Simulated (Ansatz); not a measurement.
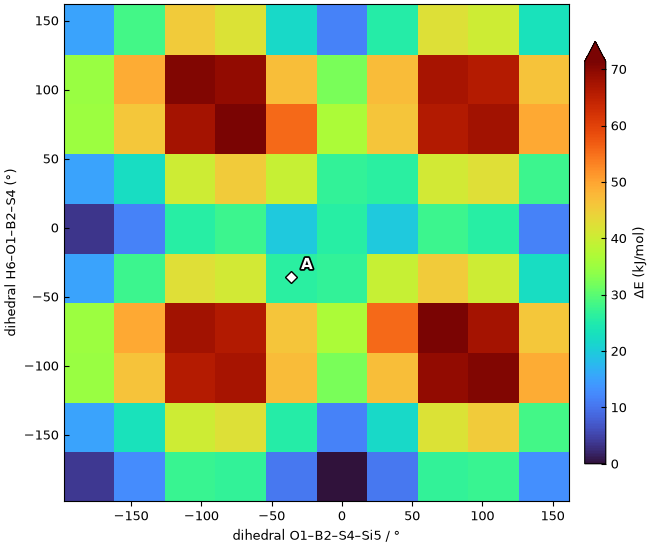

BFH₄OSSi, SMILES OB(F)S[SiH3]. 
- First axis: dihedral O1–B2–S4–Si5. Second axis: dihedral H6–O1–B2–S4.
- Nothing is relaxed (all other coordinates rigid).
- Grid: 10 × 10 points.
- Points are written as (first, second).
- Energies: kJ/mol, counted from the lowest grid point.
- Energies and slopes of some neighbouring points disagree (a jump in structure or state, or too coarse a mesh).
- Method: RKS PBE0-D4/def2-SVP (Ansatz 0.2.0).

The picture shows one coloured cell a grid point, one colour for all values above the top of the scale, the point A.

Q: Is A at rest? If not, where is it pushed?

A: A, at (−36°, −36°), is not a stationary point. The computed force is 0.34 kJ/mol for each degree towards larger values of dihedral O1–B2–S4–Si5 and 0.51 kJ/mol for each degree towards larger values of dihedral H6–O1–B2–S4.
